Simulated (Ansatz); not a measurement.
## ZrSi2, pressure series

Start from ZrSi2 (space group Cmcm, No. 63; a = 3.675 Å, b = 14.567 Å, c = 3.656 Å).

Cell and atoms are relaxed at each pressure.

All numbers come from DFT with PBEsol, PAW potentials and a 420 eV plane-wave cutoff in Ansatz (an electronic-structure program), scalar-relativistic without spin-orbit coupling.

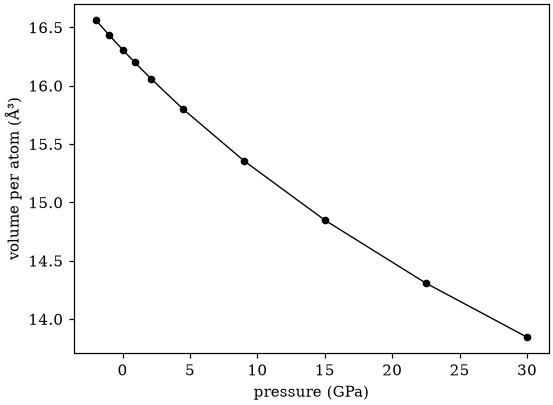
Volume per atom against pressure

```
pressure (GPa)  volume per atom
--------------  ---------------
-2                     16.56 Å³
-1                     16.43 Å³
0.9                    16.20 Å³
2.1                    16.06 Å³
4.5                    15.80 Å³
9                      15.36 Å³
15                     14.85 Å³
22.5                   14.31 Å³
30                     13.84 Å³
```

Load acts through the strain it causes; cell and atoms are relaxed under it. Stability against distortions was not tested. No other phases were tried under pressure. The final runs are not spin-polarised.
